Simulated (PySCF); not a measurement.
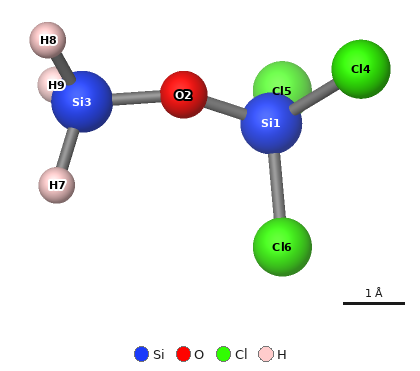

The input geometry (ball-and-stick view, seen at a tilt; atoms are numbered from 1 in the order of the input). Bond lengths as drawn: Cl–Si 2.03 to 2.04 Å, H–Si 1.49 Å and O–Si 1.62 to 1.67 Å.

**Run report: Si2H3Cl3O, core-level calculation**

The run: core-level calculation of Si2H3Cl3O. Method and program: delta-SCF UKS SCAN, pcX-2 on the ionised atom, pcseg-1 elsewhere, spin-free X2C (PySCF 2.14.0).

Figures and captions count atoms from 1; the log counts them from 0 in places.

**Input**
```
{"job": {"kind": "xps", "holes": 5}, "charge": 0, "multiplicity": 1}
Si     1.406386     0.360913     0.152033
O     -0.104755    -0.029274     0.582231
Si    -1.632382    -0.513248     0.098138
Cl     2.490243     0.762942     1.825991
Cl     1.388214     2.007053    -1.054032
Cl     2.271428    -1.186122    -0.861062
H     -1.555231    -1.893371    -0.457732
H     -2.507067    -0.483148     1.299624
H     -2.137126     0.428198    -0.941176
```

The first line tells a small driver script what to run in PySCF; the rest is the geometry in Å.

Machine: 1 CPU thread, shared host.

Launched with:
```bash
OMP_NUM_THREADS=1 python <driver script> task.json out
```

**The program's output**
```
ground state, core basis on atom 0 (Si), 161 functions
  cycle   1  E = -2041.79909339  |g| = 7.80e-01
  cycle   2  E = -2041.49450139  |g| = 1.48e+00
  cycle   3  E = -2041.91350062  |g| = 1.65e-01
  cycle   4  E = -2041.91953751  |g| = 6.48e-02
  cycle   5  E = -2041.92051435  |g| = 2.29e-02
  cycle   6  E = -2041.92065580  |g| = 2.11e-03
  cycle   7  E = -2041.92065623  |g| = 7.42e-04
  cycle   8  E = -2041.92066002  |g| = 2.20e-04
  E(ground) = -2041.96081438 Eh
hole in Si 2p of atom 0
  cycle   1  E = -2037.53380929  |g| = 1.26e+00
  cycle   2  E = -2036.75636637  |g| = 1.66e+00
[... 7 cycles left out ...]
  E(ion) = -2037.91282355 Eh   <S^2> = 0.7513   hole on atom = 1.003   binding energy = 110.151 eV
  2p3/2 = 109.952 eV   2p1/2 = 110.577 eV
ground state, core basis on atom 1 (O), 150 functions
[... 6 cycles left out ...]
  E(ground) = -2041.92328945 Eh
hole in O 1s of atom 1
[... 10 cycles left out ...]
  E(ion) = -2022.12034989 Eh   <S^2> = 0.7621   hole on atom = 1.000   binding energy = 538.865 eV
ground state, core basis on atom 3 (Cl), 161 functions
[... 7 cycles left out ...]
  E(ground) = -2042.05939696 Eh
hole in Cl 2p of atom 3
[... 9 cycles left out ...]
  E(ion) = -2034.44317093 Eh   <S^2> = 0.7517   hole on atom = 1.001   binding energy = 207.248 eV
  2p3/2 = 206.662 eV   2p1/2 = 208.316 eV
ground state, core basis on atom 4 (Cl), 161 functions
[... 7 cycles left out ...]
  E(ground) = -2042.05922958 Eh
hole in Cl 2p of atom 4
[... 9 cycles left out ...]
  E(ion) = -2034.44350301 Eh   <S^2> = 0.7518   hole on atom = 1.001   binding energy = 207.234 eV
  2p3/2 = 206.650 eV   2p1/2 = 208.303 eV
ground state, core basis on atom 5 (Cl), 161 functions
[... 6 cycles left out ...]
  cycle   7  E = -2041.99162453  |g| = 1.01e-04
  E(ground) = -2042.05918013 Eh
hole in Cl 2p of atom 5
  cycle   1  E = -2033.90365537  |g| = 1.70e+00
  cycle   2  E = -2033.84600704  |g| = 1.29e+00
  cycle   3  E = -2034.29353314  |g| = 3.68e-01
  cycle   4  E = -2034.35209350  |g| = 2.00e-01
  cycle   5  E = -2034.36721131  |g| = 6.70e-02
  cycle   6  E = -2034.36878998  |g| = 2.96e-02
  cycle   7  E = -2034.36921955  |g| = 7.28e-03
  cycle   8  E = -2034.36924309  |g| = 1.74e-03
  cycle   9  E = -2034.36924496  |g| = 2.28e-04
  E(ion) = -2034.44407061 Eh   <S^2> = 0.7519   hole on atom = 1.001   binding energy = 207.218 eV
  2p3/2 = 206.632 eV   2p1/2 = 208.286 eV
```

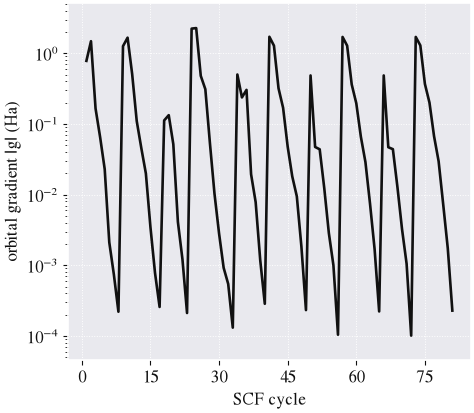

Convergence of the self-consistent field: orbital gradient |g| against the SCF cycle. All cycles printed in the log are drawn one after another.

**Key numbers**

| quantity | value |
| --- | --- |
| outcome | converged |
| wall time | 31 s |
| peak memory | 0.56 GiB |
